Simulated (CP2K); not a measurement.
# C2HClF2 (SMILES FC(F)=CCl) at GFN2-xTB

Aim: the energy change on altering one bond length of C2HClF2 at GFN2-xTB, from 2 runs. 

The results are computed with CP2K 2026.2.

2 further runs of the same task are left out: 1 that didn't finish, 1 set aside as unsound or not needed.

### 1 The system as given

C2HClF2: 6 atoms, total charge 0, spin state singlet. As SMILES, `FC(F)=CCl`. Geometry: relaxed at PBE0-D4/def2-TZVP.

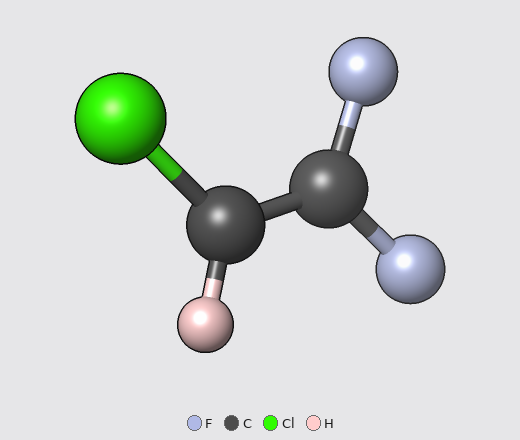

Viewed from a chosen angle; fluorine light blue, carbon dark grey, chlorine green, hydrogen pink.

### 2 The energy at GFN2-xTB

File molecule.xyz:

```xyz
6

F      0.901010    -0.810380     1.342040
C      0.267650    -0.562200     0.220370
F      0.192510    -1.632620    -0.522730
C     -0.218360     0.626770    -0.086550
Cl    -1.039010     0.926430    -1.552100
H     -0.103800     1.452000     0.598970
```

File run.inp:

```
&GLOBAL
    PROJECT run
    RUN_TYPE ENERGY
    PRINT_LEVEL MEDIUM
&END GLOBAL

&FORCE_EVAL
    METHOD Quickstep
    &DFT
        ! Quickstep
        &QS
            METHOD XTB
            EPS_DEFAULT 1.0E-10
            &XTB
                GFN_TYPE TBLITE
                &TBLITE
                    METHOD GFN2
                &END TBLITE
                CHECK_ATOMIC_CHARGES F
            &END XTB
        &END QS
        ! isolated system
        &POISSON
            PERIODIC NONE
            POISSON_SOLVER ANALYTIC
        &END POISSON
        &SCF
            SCF_GUESS ATOMIC
            EPS_SCF 1.0E-07
            MAX_SCF 150
            ADDED_MOS 4
            &DIAGONALIZATION
                ALGORITHM STANDARD
            &END DIAGONALIZATION
            &MIXING
                METHOD DIRECT_P_MIXING
                ALPHA 0.4
            &END MIXING
            &SMEAR ON
                METHOD FERMI_DIRAC
                ELECTRONIC_TEMPERATURE [K] 300
            &END SMEAR
        &END SCF
        &PRINT
            &MOMENTS
                PERIODIC F
                REFERENCE COM
                MAX_MOMENT 1
            &END MOMENTS
            &MO ON
                ENERGIES T
                OCCUPATION_NUMBERS T
                NDIGITS 6
                &EACH
                    QS_SCF 0
                &END EACH
                ADD_LAST NUMERIC
            &END MO
            &HIRSHFELD OFF
            &END HIRSHFELD
        &END PRINT
    &END DFT
    &SUBSYS
        &CELL
            ABC 11.9 13.1 12.9
            PERIODIC NONE
        &END CELL
        &TOPOLOGY
            COORD_FILE_NAME molecule.xyz
            COORD_FILE_FORMAT XYZ
            &CENTER_COORDINATES
            &END CENTER_COORDINATES
        &END TOPOLOGY
    &END SUBSYS
&END FORCE_EVAL
```

The run is started by

```console
$ OMP_NUM_THREADS=1 cp2k.psmp run.inp > run.out
```

The log of the run:

```text
CP2K| version string:                                       CP2K version 2026.2
[...]
 GLOBAL| Method name                                                        CP2K
[...]
 GLOBAL| Run type                                                         ENERGY
[...]
                             - Atoms:                                          6
[...]
                             - Spherical basis functions:                     26
[...]
 Number of electrons:                                                         30
[...]
  *** SCF run converged in    17 steps ***
[...]
  Fermi energy:                                                -0.29138626853979
[...]
 TB_DIPOLE| Moment [Debye]         -0.03853656       1.34612584       0.67002765
 TB_DIPOLE| Derivative [a.u.]       0.00000000       0.00000000       0.00000000
[...]
 ENERGY| Total FORCE_EVAL ( QS ) energy [hartree]            -18.768050042726870
[...]
```

Wall time 0.22 s (1 thread of Arm Neoverse V2, shared host).

### 3 The distorted shape at the same level

File molecule.xyz:

```xyz
6

F      0.973904    -0.988707     1.388073
C      0.340544    -0.740527     0.266403
F      0.265404    -1.810947    -0.476697
C     -0.218360     0.626770    -0.086550
Cl    -1.039010     0.926430    -1.552100
H     -0.103800     1.452000     0.598970
```

File calc.inp:

```
&GLOBAL
   PROJECT_NAME calc
   RUN_TYPE ENERGY
   PRINT_LEVEL MEDIUM
&END GLOBAL

&FORCE_EVAL
   METHOD QS
   &DFT
      &QS
         METHOD XTB
         EPS_DEFAULT 1.0E-10
         &XTB
            GFN_TYPE TBLITE
            &TBLITE
               METHOD GFN2
            &END TBLITE
            CHECK_ATOMIC_CHARGES F
         &END XTB
      &END QS
      &POISSON
         PERIODIC NONE
         POISSON_SOLVER ANALYTIC
      &END POISSON
      &SCF
         SCF_GUESS ATOMIC
         EPS_SCF 1.0E-07
         MAX_SCF 150
         ADDED_MOS 4
         &DIAGONALIZATION
            ALGORITHM STANDARD
         &END DIAGONALIZATION
         &MIXING
            METHOD DIRECT_P_MIXING
            ALPHA 0.4
         &END MIXING
         &SMEAR ON
            METHOD FERMI_DIRAC
            ELECTRONIC_TEMPERATURE [K] 300
         &END SMEAR
      &END SCF
      &PRINT
         &MOMENTS
            PERIODIC F
            REFERENCE COM
            MAX_MOMENT 1
         &END MOMENTS
         &MO ON
            ENERGIES T
            OCCUPATION_NUMBERS T
            NDIGITS 6
            &EACH
               QS_SCF 0
            &END EACH
            ADD_LAST NUMERIC
         &END MO
         &HIRSHFELD OFF
         &END HIRSHFELD
      &END PRINT
   &END DFT
   &SUBSYS
      &CELL
         ABC 12 13.3 12.9
         PERIODIC NONE
      &END CELL
      &TOPOLOGY
         COORD_FILE_NAME molecule.xyz
         COORD_FILE_FORMAT XYZ
         &CENTER_COORDINATES
         &END CENTER_COORDINATES
      &END TOPOLOGY
   &END SUBSYS
&END FORCE_EVAL
```

The run is started by

```console
$ OMP_NUM_THREADS=1 cp2k.psmp calc.inp > calc.out
```

The log of the run:

```text
CP2K| version string:                                       CP2K version 2026.2
[...]
 GLOBAL| Method name                                                        CP2K
[...]
 GLOBAL| Run type                                                         ENERGY
[...]
                             - Atoms:                                          6
[...]
                             - Spherical basis functions:                     26
[...]
 Number of electrons:                                                         30
[...]
  *** SCF run converged in    18 steps ***
[...]
  Fermi energy:                                                -0.32592677236379
[...]
 TB_DIPOLE| Moment [Debye]         -0.05068467       1.27560671       0.60675760
 TB_DIPOLE| Derivative [a.u.]       0.00000000       0.00000000       0.00000000
[...]
 ENERGY| Total FORCE_EVAL ( QS ) energy [hartree]            -18.738183599500122
[...]
```

It took 0.22 s on 1 thread of Arm Neoverse V2, shared host.

### 4 Results

At GFN2-xTB:

| quantity | value |
| --- | --- |
| first shape: total energy | -18.76805 Eh |
| first shape: dipole moment (from atomic charges alone) | 1.50 D |
| first shape: HOMO energy | -11.61 eV |
| first shape: LUMO energy | -7.03 eV |
| first shape: HOMO–LUMO gap | 4.58 eV |
| first shape: dispersion energy | -7.80 kJ/mol |
| distorted shape: total energy | -18.73818 Eh |
| distorted shape: dipole moment (from atomic charges alone) | 1.41 D |
| distorted shape: HOMO energy | -11.12 eV |
| distorted shape: LUMO energy | -7.97 eV |
| distorted shape: HOMO–LUMO gap | 3.15 eV |
| distorted shape: dispersion energy | -7.66 kJ/mol |
| energy change with the C2–C4 bond stretched from 1.321 to 1.519 Å | 0.813 eV |

With the C2–C4 bond stretched from 1.321 to 1.519 Å the energy rises by 0.81 eV (78.4 kJ/mol). The first shape isn't relaxed at this level, so the change isn't measured from a minimum. The dipole (first shape) comes from point charges on the atoms alone, without atomic dipoles, so it is partial. The dipole (distorted shape) comes from point charges on the atoms alone, without atomic dipoles, so it is partial.
